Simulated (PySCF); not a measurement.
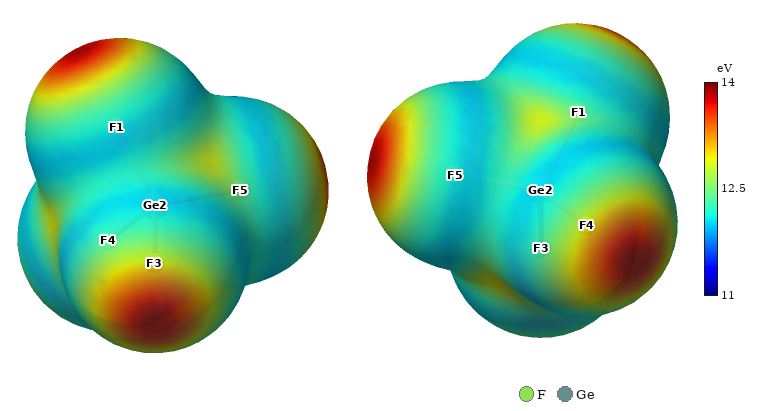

Figure. F₄Ge, SMILES `F[Ge](F)(F)F`. Average local ionisation energy on the surface of electron density 0.001 a.u. (back view left, front view right).

Computed with PySCF, PBE/def2-TZVP, geometry: GFN2-xTB. No frequency check shows the geometry to be a minimum. GFN2-xTB bond lengths at metals and heavier atoms can be off by up to 0.1 Å and shapes distorted, which carries into these values.

Cartesian coordinates (Å):

```
F1       0.3591    1.3181   -0.9658
Ge2      0.0000   -0.0002   -0.0000
F3      -0.3592   -1.3178   -0.9657
F4       1.3180   -0.3589    0.9658
F5      -1.3181    0.3594    0.9658
```

**Locate the minima of the map.**

The lowest value is 12.0 eV, 1.7 Å from F5, and at like points elsewhere. For comparison, the highest occupied orbital lies at −10.5 eV.
